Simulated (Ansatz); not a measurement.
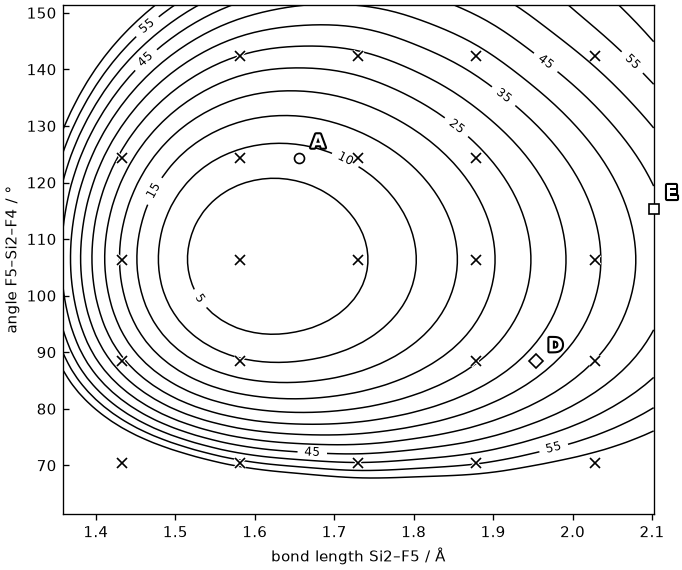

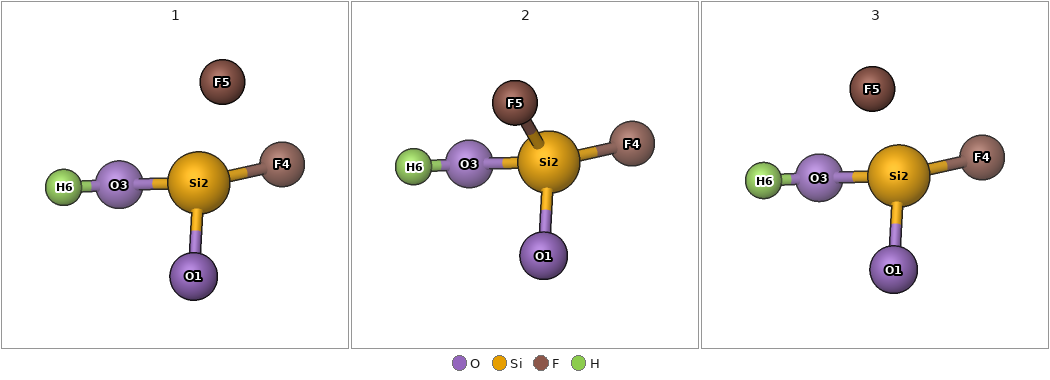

F₂HO₂Si, SMILES [O][Si](O)(F)F, spin multiplicity 2. First axis: bond length Si2–F5. Second axis: angle F5–Si2–F4. Nothing is relaxed (all other coordinates rigid). The scan uses an 11 × 11 grid. At 22 points there is no value. Points are written as (first, second). Energies: kcal/mol, counted from the relaxed molecule at the same level. Computed with UKS PBE-D4/def2-SVP in Ansatz.

The picture shows contour lines labelled in kcal/mol (none above 60), crosses at grid points without a value, lettered points. Between grid points the surface is interpolated. The numbered pictures are the structures at these points, in random order.

Question: Which structure belongs to which point?

Answer: A is structure 2: (1.656 Å, 124.4°), 8 kcal/mol; D is structure 1: (1.954 Å, 88.4°), 32 kcal/mol; E is structure 3: (2.102 Å, 115.4°), 44 kcal/mol.
